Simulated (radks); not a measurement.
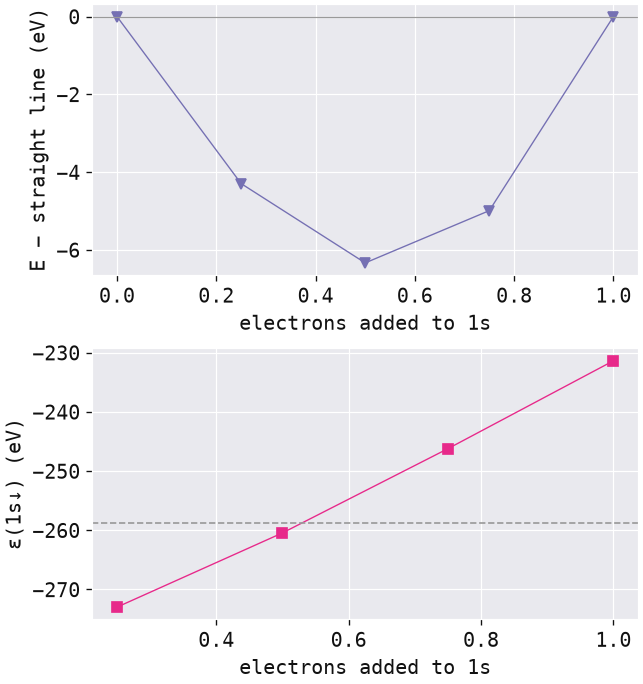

Theory: scalar-relativistic Kohn-Sham, PBE, spin-polarised, spherical densities, point nucleus (computed with the in-house radial solver radks). The occupation of the 1s shell is varied from B⁴⁺ (1s1 (high spin)) to B³⁺ (1s2), with spherical fractional occupations. The plot shows the total energy less the straight line between the end points, and the eigenvalue of 1s↓ (the dashed line is minus the energy to take the whole electron out).

### What does the shape say about the method?

The curve is convex (below the straight line), with the largest deviation among the points computed, −6.34 eV, at 0.5. The end points differ by 258.8 eV, the energy to take the electron out. The eigenvalue, which is the slope of the energy (Janak's theorem), moves from −273.0 eV at 0.25 to −231.4 eV at 1; for a straight line it would stay constant, and a parabola would sag by an eighth of this change, scaled to a whole electron, 6.94 eV. Convexity is the delocalisation error: fractional charges are too low in energy.
